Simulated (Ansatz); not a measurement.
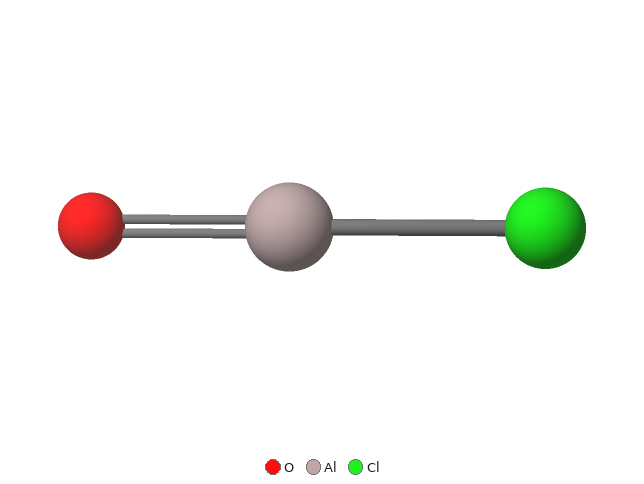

The computed structure is the end point of a PBE0-D4/def2-TZVP optimisation.

Give the structural formula.

SMILES: [O]=[Al][Cl]

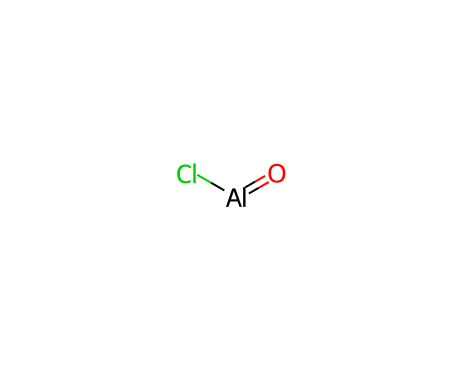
